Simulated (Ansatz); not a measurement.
## Si₄H₁₀O: molecular dynamics (part 4 of 4)

Si₄H₁₀O; RKS PBE-D4/STO-3G (Ansatz 0.2.0). It belongs to a series of runs on one base structure; here: dynamics from the start.

Geometry of the input (Å):
```
Si 0.0348  -0.0015  0.0265
O  0.1425  -0.3095  1.7331
Si -1.3967  -0.5260  2.4753
H  -2.1679  -1.6146  1.8719
H  -1.1274  -0.8408  3.8708
H  -2.2199  0.6826  2.4061
Si 2.1628  -0.0248  -0.7461
H  2.8336  -1.2815  -0.4472
H  2.1719  0.1500  -2.1915
H  2.9532  1.0532  -0.1699
Si -1.0412  1.9301  -0.5170
H  -2.4869  1.8178  -0.3843
H  -0.6078  3.0440  0.3145
H  -0.7570  2.2833  -1.9011
H  -0.7036  -1.0943  -0.6227
```

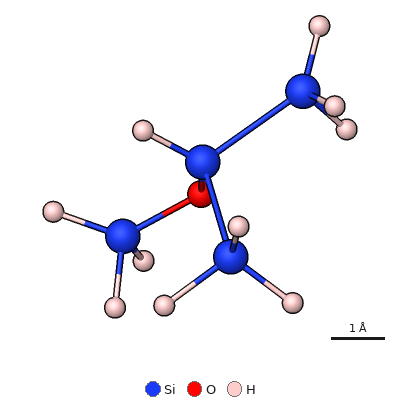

Fig. 1: The geometry at step 208 of the log (ball-and-stick view, seen at a tilt).

Trajectory as extended XYZ, continued
```
15
Properties=species:S:1:pos:R:3:forces:R:3 step=92 time_fs=23.0 energy=-33306.00898 temperature=1747.2
Si   -0.0285   -0.0394   -0.0631    0.1336   0.2839   0.9245
O     0.1273   -0.2283    1.6261    0.5016   0.3649   0.5461
Si   -1.2879   -0.5062    2.4943   -2.4494   2.5044   1.6873
H    -2.4942   -0.6127    1.7679   -0.7605  -0.4536  -1.4417
H    -1.1214   -1.7061    3.1367    0.4408  -2.1686   1.2593
H    -1.9682    0.4302    3.5561    1.9382  -0.6161  -1.1066
Si    2.1016   -0.0123   -0.6564    0.8080  -1.2056   2.3077
H     3.0704   -0.7980    0.1273   -0.6669   0.3576   0.5542
H     2.0380   -0.8954   -1.6781    0.1457  -1.3397  -3.1842
H     2.8001    1.1621   -0.8742    0.5840   1.8611  -0.7632
Si   -1.0208    1.8923   -0.5174   -0.7248   4.1227   2.6649
H    -2.2513    2.1982   -1.1969   -0.2897  -0.6657  -0.8772
H    -1.4759    2.7713    0.8284    1.3236  -2.1377  -2.2481
H     0.0385    2.7652   -1.0865   -0.5508  -0.3937   0.0340
H    -0.6411   -1.1963   -0.6564   -0.4336  -0.5137  -0.3571
15
Properties=species:S:1:pos:R:3:forces:R:3 step=115 time_fs=28.8 energy=-33306.36244 temperature=1982.0
Si   -0.0349   -0.0690   -0.0928   -1.9023   0.0097   0.8561
O     0.1632   -0.2303    1.6475    0.1829   0.8976  -0.0568
Si   -1.3056   -0.4805    2.5354   -0.3550  -5.2148  -3.3897
H    -2.4674   -0.4963    1.5602    0.6387   0.4269   0.9696
H    -1.0969   -2.0474    2.7698   -0.6033   2.3184   0.1944
H    -1.6921    0.0709    3.7473   -0.0039   1.3856   1.6767
Si    2.0994   -0.0188   -0.6615    2.8174  -1.7314  -2.0382
H     2.9051   -0.5121    0.4679   -0.3641   0.2927  -0.0645
H     2.4397   -1.1450   -1.7384   -0.6051   2.0660   1.3871
H     2.7358    1.3157   -1.0401   -0.9389  -1.2304   0.1755
Si   -1.0103    1.9243   -0.5172    0.4053  -0.3917  -3.6206
H    -2.1752    2.0744   -1.4316    0.8709  -0.5601  -0.1300
H    -1.6431    2.3721    0.5544   -1.6374   1.3034   3.9704
H    -0.0798    2.9785   -0.8529    0.2761   0.0757  -0.1719
H    -1.0582   -1.0644   -0.6287    1.2187   0.3524   0.2418
15
Properties=species:S:1:pos:R:3:forces:R:3 step=138 time_fs=34.5 energy=-33306.11884 temperature=1863.3
Si   -0.0555   -0.0910   -0.1090   -1.9775  -0.1256   0.6172
O     0.2021   -0.2158    1.6676   -0.6642   0.5363  -0.4802
Si   -1.3275   -0.4967    2.5541    1.7090   0.0894   0.2989
H    -2.3642   -0.2767    1.5445   -0.6968   0.5591   0.8223
H    -1.2211   -1.9225    2.5246   -0.4914  -1.0102   0.7358
H    -1.3284   -0.0143    4.0998   -0.1968  -0.4294  -2.8017
Si    2.1228   -0.0422   -0.6779    0.3163   0.0825   1.2902
H     2.6289   -0.1430    0.7557    0.1483  -0.0630  -1.5538
H     2.6940   -0.9912   -1.6167    0.0226  -0.3071   0.1722
H     2.4895    1.2760   -1.1955   -0.1294  -0.1059   0.1153
Si   -1.0049    1.9629   -0.5330   -1.9105  -0.3614   2.2943
H    -1.8915    1.8049   -1.7143    0.3288   0.3969   0.4977
H    -1.9491    2.0903    0.8065    1.6129   0.2170  -2.6776
H    -0.1661    3.1752   -0.6536   -0.2817  -0.4650   0.0040
H    -1.2564   -1.0351   -0.6394    2.2104   0.9862   0.6656
15
Properties=species:S:1:pos:R:3:forces:R:3 step=162 time_fs=40.5 energy=-33306.10383 temperature=1886.4
Si   -0.0887   -0.1072   -0.1136    3.6086   3.2540   2.5735
O     0.2275   -0.1907    1.6795   -2.0080  -0.4631  -0.5675
Si   -1.3306   -0.5193    2.5682    1.2438  -1.7757  -5.1825
H    -2.4375    0.1466    1.8158    0.2246  -0.2114   0.9941
H    -1.5387   -2.0207    2.4634   -0.1450   1.1661   0.3425
H    -1.0035   -0.1568    3.8314    0.1165   0.9513   2.9997
Si    2.1473   -0.0659   -0.6819   -1.3808   0.4578  -1.3915
H     2.4195    0.2364    0.6819    1.3254  -0.0695   0.7262
H     3.0591   -0.9612   -1.4711   -0.7196   0.2567   0.8674
H     2.1660    1.2352   -1.3641    0.4259  -0.2959   0.0383
Si   -1.0159    1.9964   -0.5324    1.8533  -2.2198  -1.3015
H    -1.4879    1.6377   -1.8769   -0.5228   0.8929   0.2856
H    -1.9398    1.9202    0.4981   -1.9318   0.5411   0.9244
H    -0.3125    3.2609   -0.4564    0.1970  -0.0317  -0.1358
H    -1.0580   -0.9268   -0.5670   -2.2869  -2.4527  -1.1729
15
Properties=species:S:1:pos:R:3:forces:R:3 step=185 time_fs=46.2 energy=-33305.71861 temperature=1692.1
Si   -0.0943   -0.0982   -0.0948   -0.6574  -1.5419   0.3824
O     0.2136   -0.1746    1.6789   -2.2581  -0.9493  -0.8671
Si   -1.3163   -0.5472    2.5462    0.7009   1.4856   1.9093
H    -2.4741    0.4807    2.3164    1.3635  -1.4329  -0.0275
H    -1.8694   -1.9884    2.5087    0.6776   1.4663  -0.1317
H    -0.7501   -0.1595    3.9665   -1.1631  -0.9513  -1.7507
Si    2.1538   -0.0793   -0.6877    0.3296   1.6528   0.0828
H     2.5653    0.5403    0.6411    0.1800  -0.7953  -1.2136
H     3.2859   -1.0166   -1.2441   -1.8823   1.0289   0.7438
H     2.0090    1.1736   -1.5308    0.7914  -1.1487   0.2674
Si   -1.0117    2.0058   -0.5381   -1.8490  -1.9207   0.8484
H    -1.2420    1.7469   -1.9539   -0.3560   0.7163  -0.0970
H    -2.3621    1.9086    0.2523    1.7323   0.4624  -1.3110
H    -0.4118    3.3125   -0.2970    0.2374  -0.2281   0.0052
H    -1.2045   -1.2485   -0.6859    2.1532   2.1559   1.1593
15
Properties=species:S:1:pos:R:3:forces:R:3 step=208 time_fs=52.0 energy=-33306.12539 temperature=1976.7
Si   -0.1007   -0.0991   -0.0691    3.9396   3.7192   1.8529
O     0.1564   -0.1761    1.6620   -1.0550  -0.7311  -0.6184
Si   -1.2903   -0.5594    2.5352    1.4486   1.9030   1.7763
H    -2.1961    0.4941    2.8173   -1.0728   1.1515  -1.1746
H    -2.1125   -1.6917    2.5119   -0.4670  -1.6936  -0.6812
H    -0.7481   -0.3822    3.8397    0.6446  -0.9942   1.0195
Si    2.1548   -0.0735   -0.6908   -2.6315   1.9471   1.3421
H     2.7962    0.6665    0.3562   -0.1277   0.5555   0.6143
H     3.1700   -0.9726   -0.8570    1.2330  -2.4644  -0.9306
H     2.0721    0.8784   -1.7258    0.4629   0.5789  -1.3186
Si   -1.0181    1.9952   -0.5449   -2.4267  -0.3403  -0.7505
H    -1.0968    2.0746   -2.0232    0.1212  -0.0037   0.5219
H    -2.5398    2.0100   -0.1370    2.2386  -0.0224  -0.3581
H    -0.4366    3.2872   -0.1360    0.1069  -0.6423   0.2121
H    -0.8558   -1.0907   -0.5415   -2.4146  -2.9631  -1.5071
15
Properties=species:S:1:pos:R:3:forces:R:3 step=231 time_fs=57.8 energy=-33306.20232 temperature=2077.6
Si   -0.0783   -0.0756   -0.0315   -0.4462  -1.2232  -2.4078
O     0.0785   -0.1918    1.6334    0.6957  -0.2094   0.1573
Si   -1.2575   -0.5510    2.5473   -2.7439  -1.1437   4.4516
H    -2.0677    0.6672    2.9791    0.6368  -0.7866  -0.9283
H    -2.3418   -1.6949    2.3244    1.7835   1.5703  -0.4435
H    -0.6245   -0.9343    3.8934   -0.5713   0.2108  -1.4521
Si    2.1390   -0.0504   -0.6841    2.8728  -0.2708  -2.0423
H     2.9730    0.8797    0.1401   -0.8374  -0.4001  -0.2050
H     3.1433   -1.3551   -0.6956   -2.3763   2.1224  -0.0403
H     2.2644    0.6268   -2.1201   -0.3238  -1.2454   2.1171
Si   -1.0383    1.9785   -0.5604    1.7614   0.0042  -1.8146
H    -0.9049    2.4032   -1.9679    0.7398  -0.6032   0.2145
H    -2.4110    2.1324   -0.6121   -2.2560  -0.1396   0.9908
H    -0.4188    3.1007    0.1083    0.0012  -0.0212   0.5642
H    -0.8529   -1.3692   -0.6273    1.0637   2.1355   0.8384
15
Properties=species:S:1:pos:R:3:forces:R:3 step=254 time_fs=63.5 energy=-33306.61786 temperature=2389.4
Si   -0.0526   -0.0545   -0.0148   -0.3871   0.0329  -2.9604
O     0.0118   -0.2126    1.6078    1.8382   0.0676   0.9776
Si   -1.2478   -0.5533    2.5994    1.4805  -1.3179   2.4834
H    -1.8471    0.7155    2.8923   -0.5364   0.4803   0.7637
H    -2.1806   -1.3779    1.9738   -1.5059  -1.0629  -0.7657
H    -0.5873   -1.4207    3.7374   -1.1639   1.5659  -1.1877
Si    2.1451   -0.0268   -0.6952   -1.6067   2.0208   0.5953
H     2.9480    1.0191   -0.0755    0.0786  -0.3199   0.2620
H     2.5548   -1.3131   -0.5400    1.3531  -2.5786   1.0535
H     2.3865    0.0825   -2.0666   -0.1958   0.5874  -1.7032
Si   -1.0478    1.9635   -0.5951   -1.7355   1.1475   0.0807
H    -0.5186    2.5720   -1.8303   -0.0074  -0.4553   0.2171
H    -2.6714    2.1827   -0.7778    3.0405  -0.5550   0.7248
H    -0.4355    2.8555    0.4706   -0.9863  -0.5189  -0.7647
H    -0.7223   -1.2902   -0.5956    0.3341   0.9062   0.2238
15
Properties=species:S:1:pos:R:3:forces:R:3 step=277 time_fs=69.2 energy=-33305.12831 temperature=1566.2
Si   -0.0270   -0.0232   -0.0256   -0.5373   1.7903  -1.7345
O    -0.0192   -0.2322    1.5998    2.4336   0.2368   1.0383
Si   -1.2381   -0.5667    2.6685   -2.8982   1.1105  -5.4558
H    -1.7229    0.8079    2.9994   -0.0992  -0.8757   1.0445
H    -2.2212   -1.1553    1.5580    0.3853   0.6063   2.3430
H    -0.7920   -1.6579    3.3875    0.5257  -1.2303   2.1860
Si    2.1423    0.0009   -0.7089   -1.0566  -4.2611  -0.9178
H     2.9543    1.0931   -0.2173    0.4958  -0.2274   0.2452
H     2.1716   -1.5188   -0.1479    1.3496   2.6512  -0.4229
H     2.4152   -0.3574   -2.1896   -0.4364   1.0136   1.6384
Si   -1.0650    1.9573   -0.6305    6.7359  -1.4318   1.2495
H    -0.1461    2.5976   -1.6167   -0.9977  -0.0751   0.3406
H    -2.3484    2.1061   -0.7588   -5.1905   0.6589  -0.9705
H    -0.7107    2.5059    0.6656   -0.2302   0.8901  -0.0412
H    -0.6097   -1.1833   -0.6200   -0.4798  -0.8563  -0.5427
15
Properties=species:S:1:pos:R:3:forces:R:3 step=300 time_fs=75.0 energy=-33305.30406 temperature=1724.2
Si   -0.0062    0.0276   -0.0556   -2.5162  -2.6099  -1.9301
O    -0.0036   -0.2474    1.6109    1.7918   0.2850   0.3707
Si   -1.2520   -0.5780    2.6922    0.2844  -1.2539  -0.0633
H    -1.6438    0.6929    3.4083    0.4021  -1.0772   0.1013
H    -2.2587   -0.8313    1.7106   -1.5011  -0.4796   0.1377
H    -0.9319   -1.9671    3.4983   -0.4855   2.7300  -1.0413
Si    2.1276   -0.0070   -0.7271    0.1992  -0.0451   2.4783
H     3.0767    1.0810   -0.2904   -0.7296  -0.8689  -0.5018
H     2.2104   -1.1669    0.1756    1.3197   0.0993  -0.2860
H     2.3397   -0.5234   -2.0248    0.2212  -0.0711  -1.1125
Si   -1.0443    1.9403   -0.6527   -3.4947  -0.3580   2.3027
H     0.0004    2.6373   -1.3411   -0.1377   0.9236  -0.6122
H    -2.6653    2.1139   -0.9273    3.2539  -0.3500  -0.2605
H    -1.0863    2.3731    0.7808    0.2621   0.6209  -0.9251
H    -0.6561   -1.3393   -0.8051    1.1304   2.4547   1.3423
```

Results in brief

| quantity | value |
| --- | --- |
| outcome | finished |
| mean temperature over the second half | 1893 K |
| trajectory | 300 steps, 75 fs |
| ensemble | nvt_nose_hoover |
| temperature in the input | 3000.0 K |
| time step | 0.25 fs |
| potential energy (last step) | −33305.3041 eV |
| mean-field energy (last step) | −33304.8833 eV |
| largest force (length of the vector) (last step) | 4.200 eV/Å |
| wall time | 11 min |
| peak memory | 0.13 GiB |

Notes

So short a trajectory is not equilibrated. The temperature stays far from the 3000 K of the thermostat over the second half: the run isn't equilibrated.
